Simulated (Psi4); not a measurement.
# BNH2Cl2 (BCl2(NH2)) at HF/STO-3G

What is the vertical singlet–triplet gap of BNH2Cl2 (BCl2(NH2)) at HF/STO-3G? 

The results are computed with Psi4 1.11.

1 further run of the same task is left out (set aside as unsound or not needed).

## Step 1: The system as given

BNH2Cl2 has 6 atoms, charge 0, and is taken as a singlet. As SMILES, `NB(Cl)Cl`. The shape is that of a GFN2-xTB optimisation.

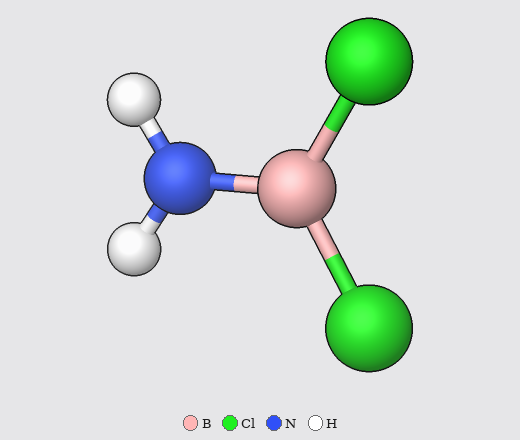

Viewed from a chosen angle; boron pink, chlorine green, nitrogen blue, hydrogen white.

## Step 2: The energy at HF/STO-3G

The input, bcl2h2n_ase.py:

```python
import numpy as np
from ase.calculators.psi4 import Psi4
from ase import Atoms

a = Atoms(['B', 'Cl', 'Cl', 'N', 'H', 'H'], positions=[
    [0.292890, 0.511460, 0.004020],
    [1.965580, 0.537960, 0.461330],
    [-0.517930, 1.975810, -0.445570],
    [-0.398200, -0.689810, -0.003320],
    [-1.366870, -0.767900, -0.264590],
    [0.024530, -1.567520, 0.248130],
])
calc = Psi4(atoms=a, method='hf', basis='STO-3G', memory='1600MB', num_threads=1, charge=0, multiplicity=1, label='calc', reference='rhf')
calc.psi4.set_options({'puream': True, 'e_convergence': 1e-09, 'd_convergence': 1e-08, 'scf_type': 'pk'})
a.calc = calc

print(f'energy: {a.get_potential_energy():.6f} eV')
```

Command:

```bash
$ python bcl2h2n_ase.py
```

calc.dat, cut to the lines that bear on the results:

```text
[...]
  Running in c1 symmetry.
[...]
  Nuclear repulsion =  184.008206029430141
[...]
  Multiplicity = 1
[...]
  Nalpha       = 24
  Nbeta        = 24
[...]
    Number of basis functions: 30
[...]
   @RHF iter   1:  -988.49368613376521   -1.54722e+00   1.01650e-02 ADIIS/DIIS
[...]
   @RHF iter  10:  -988.57210843826931   -7.95808e-13   2.30727e-09 DIIS
[...]
    Orbital Energies [Eh]
    ---------------------
    Doubly Occupied:
       1A   -103.704206     2A   -103.703749     3A    -15.386375
       4A    -10.387414     5A    -10.386993     6A     -7.831223
       7A     -7.830789     8A     -7.826275     9A     -7.825855
      10A     -7.825841    11A     -7.825415    12A     -7.550953
      13A     -1.163160    14A     -1.055506    15A     -1.018877
      16A     -0.687579    17A     -0.673160    18A     -0.560162
      19A     -0.496802    20A     -0.487620    21A     -0.415633
      22A     -0.407031    23A     -0.394065    24A     -0.385069
[...]
  @RHF Final Energy:  -988.57210843826931
   => Energetics <=
    Nuclear Repulsion Energy =            184.0082060294301414
    One-Electron Energy =               -1733.5011217521669096
    Two-Electron Energy =                 560.9208072844675144
    Total Energy =                       -988.5721084382693107
[...]
 Multipole Moments:
 ------------------------------------------------------------------------------------
     Multipole            Electronic (a.u.)      Nuclear  (a.u.)        Total (a.u.)
 ------------------------------------------------------------------------------------
 L = 1.  Multiply by 2.5417464519 to convert [e a0] to [Debye]
 Dipole X            :          1.7254168           -2.4202686           -0.6948519
 Dipole Y            :          3.0050530           -4.2091774           -1.2041244
 Dipole Z            :          0.0192569           -0.0286730           -0.0094161
 Magnitude           :                                                    1.3902602
[...]
```

On the terminal:

```text
energy: -26900.417256 eV
```

Run time: 1.1 s. Hardware: 1 thread of Intel Xeon 6975P-C (Granite Rapids), shared host; peak memory 0.19 GiB.

## Step 3: The triplet: energy and gradient at UHF/STO-3G

The input, bcl2h2n.dat:

```
memory 1600 MB

molecule geom {
  0 3
  B      0.55348188     0.96651932     0.00759670
  Cl     3.71440788     1.01659707     0.87178735
  Cl    -0.97874585     3.73373977    -0.84200527
  N     -0.75248894    -1.30355198    -0.00627389
  H     -2.58300995    -1.45112069    -0.50000264
  H      0.04635498    -2.96218349     0.46889774
  units au
  symmetry c1
  no_reorient
  no_com
}

set {
  basis         STO-3G
  reference     uhf
  puream        true
  e_convergence 1e-09
  d_convergence 1e-08
  scf_type      pk
  maxiter       200
}

e, wfn = gradient('hf', return_wfn=True)
```

Command:

```bash
$ psi4 bcl2h2n.dat bcl2h2n.out -n 1
```

bcl2h2n.out, cut to the lines that bear on the results:

```text
[...]
  Running in c1 symmetry.
[...]
  Nuclear repulsion =  184.008206136055946
[...]
  Multiplicity = 3
[...]
  Nalpha       = 25
  Nbeta        = 23
[...]
    Number of basis functions: 30
[...]
   @UHF iter   1:  -988.27899028984075   -1.33252e+00   8.10306e-03 DIIS/ADIIS
[...]
   @UHF iter  12:  -988.33331477086915    0.00000e+00   5.60511e-09 DIIS
[...]
   @S^2 Observed:                2.018097922E+00
[...]
  @UHF Final Energy:  -988.33331477086915
   => Energetics <=
    Nuclear Repulsion Energy =            184.0082061360559464
    One-Electron Energy =               -1734.7840500111349229
    Two-Electron Energy =                 562.4425291042097115
    Total Energy =                       -988.3333147708691513
  UHF NO Occupations:
  HONO-2 :   23  A 1.9954782
  HONO-1 :   24  A 1.0000000
[...]
 Multipole Moments:
 ------------------------------------------------------------------------------------
     Multipole            Electronic (a.u.)      Nuclear  (a.u.)        Total (a.u.)
 ------------------------------------------------------------------------------------
 L = 1.  Multiply by 2.5417464519 to convert [e a0] to [Debye]
 Dipole X            :        -43.0643262           41.4695864           -1.5947398
 Dipole Y            :        -74.8192714           72.0501548           -2.7691165
 Dipole Z            :         -0.4889391            0.4692567           -0.0196824
 Magnitude           :                                                    3.1955577
[...]
  -Total Gradient:
     Atom            X                  Y                   Z
    ------   -----------------  -----------------  -----------------
       1       -0.083980815856    -0.145241476286    -0.001350779859
       2       -0.053275189769     0.010855285210    -0.016229449801
       3        0.036280593548    -0.041357343489     0.016430037700
       4        0.077929313693     0.135151734297     0.000771736311
       5        0.041508972851     0.002885655952     0.011355361071
       6       -0.018462874482     0.037706144350    -0.010976905424
[...]
```

Wall time 1.2 s (1 thread of Intel Xeon 6975P-C (Granite Rapids), shared host); peak memory 0.18 GiB.

## Step 4: Results

At HF/STO-3G:

| quantity | value |
| --- | --- |
| singlet: total energy | -988.57211 Eh |
| singlet: dipole moment | 3.53 D |
| singlet: HOMO energy | -10.48 eV |
| singlet: LUMO energy | 7.41 eV |
| singlet: HOMO–LUMO gap | 17.89 eV |
| triplet: total energy | -988.33331 Eh |
| triplet: dipole moment | 8.12 D |
| triplet: HOMO energy (highest over α and β) | -3.37 eV |
| triplet: LUMO energy (lowest over α and β) | 1.46 eV |
| triplet: ⟨S²⟩ | 2.018 |
| triplet: largest force on an atom | 8.628 eV/Å |
| vertical energy of the triplet above the singlet | 6.498 eV |

What this shows: At this shape the triplet lies 6.50 eV (627 kJ/mol) above the singlet. In a minimal basis such a difference can be off by several eV, whatever the method.
